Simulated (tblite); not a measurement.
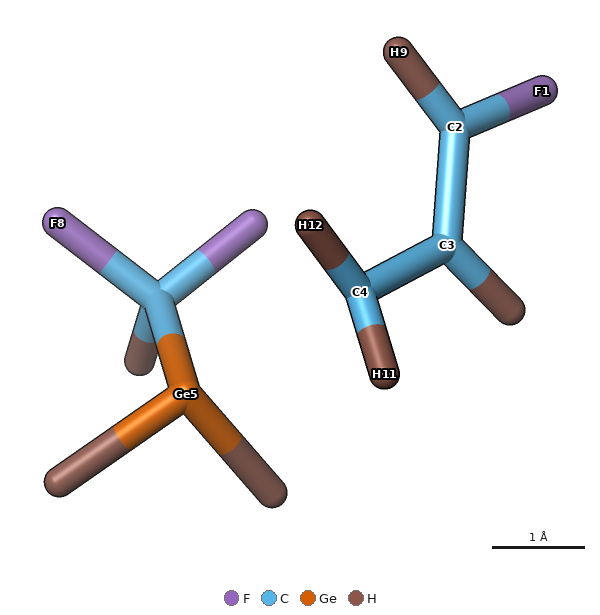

**Figure 1.** The input geometry (stick view, seen at a tilt; atoms are numbered from 1 in the order of the input). Sticks mark near contacts. Bond lengths as drawn: C–C 1.35 to 1.41 Å, C–F 1.37 to 1.38 Å, C–Ge 2.07 Å, C–H 1.08 to 1.10 Å and Ge–H 1.61 to 1.72 Å.

## Run report: C4H7F3Ge (charge −1), frequency calculation

- system: C4H7F3Ge, charge −1, multiplicity 2
- method: GFN2-xTB harmonic vibrations, gas phase (tblite 0.8.0)

It belongs to a series of runs on one base structure; here: electron added.

### Log
```
mode    cm-1     km/mol
  1     -23.3      0.91
  2      23.8      1.09
  3      50.4      2.51
  4      77.4      0.35
  5     128.1      7.17
  6     155.7      1.26
  7     170.6      3.13
  8     224.8     30.90
  9     271.9      1.69
 10     302.3     27.33
 11     337.5     25.11
 12     432.2      1.90
 13     493.2      6.65
 14     501.3     16.97
 15     590.1     21.40
 16     609.3     56.97
 17     667.3    261.05
 18     678.6     49.99
 19     817.5     47.16
 20     875.4    438.55
 21     926.2    159.40
 22     934.9    121.02
 23     979.4    243.15
 24     985.6   1515.02
 25    1043.0     50.22
 26    1084.3     72.25
 27    1196.9    173.70
 28    1218.5      8.40
 29    1233.1     29.10
 30    1270.2      9.77
 31    1281.3      6.73
 32    1405.1   1243.51
 33    1447.4      2.99
 34    1588.2     13.53
 35    2864.0     92.85
 36    3044.2     38.82
 37    3050.3     15.04
 38    3067.2     83.15
 39    3098.1     86.43
```

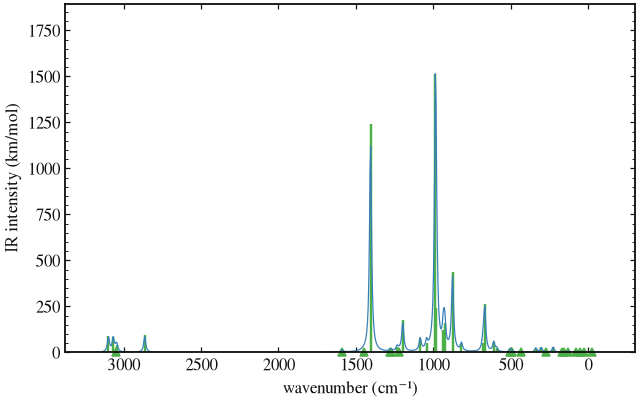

**Figure 2.** Harmonic infrared spectrum, unscaled: sticks (degenerate modes added up, dark ones marked on the axis) with a Lorentzian envelope of 16 cm⁻¹ full width, scaled to the tallest stick; imaginary modes are drawn at negative wavenumbers. 39 modes from 23i to 3098 cm⁻¹, 1 imaginary beyond 8i (23i cm⁻¹): not a clean minimum; so soft a mode can be a shallow saddle, an incomplete relaxation or noise of the force constants. The strongest line is at 986 cm⁻¹ (1515 km/mol).

This output came from the following input.

### Input file
```
{"job": {"kind": "ir", "xc": "GFN2-xTB", "basis": "xTB"}, "charge": -1, "multiplicity": 2}
F      2.306567    -0.245056     2.470473
C      1.992024    -0.522740     1.163715
C      1.658837     0.457355     0.303181
C      1.307865     0.263874    -1.048040
Ge    -1.189567     0.324017    -1.325109
C     -2.042734    -0.488920     0.375141
F     -1.207916    -0.579570     1.458921
F     -2.460471    -1.789599     0.157589
H      2.042534    -1.578364     0.955694
H      1.626179     1.466594     0.693688
H      1.468188     1.099082    -1.713202
H      1.541936    -0.698524    -1.480817
H     -1.350087     1.813084    -0.741765
H     -2.764764     0.430699    -2.010116
H     -2.933007     0.056057     0.718734
```

The first line tells a small driver script what to run in tblite; the rest is the geometry in Å.

Launched with:
```bash
OMP_NUM_THREADS=1 python <driver script> task.json out
```

### Key numbers

```csv
quantity,value
outcome,converged
total energy,−772.7926 eV
zero-point energy,55.9320 kcal/mol
hardware,"1 CPU thread, shared host"
wall time,0.77 s
peak memory,0.18 GiB
```
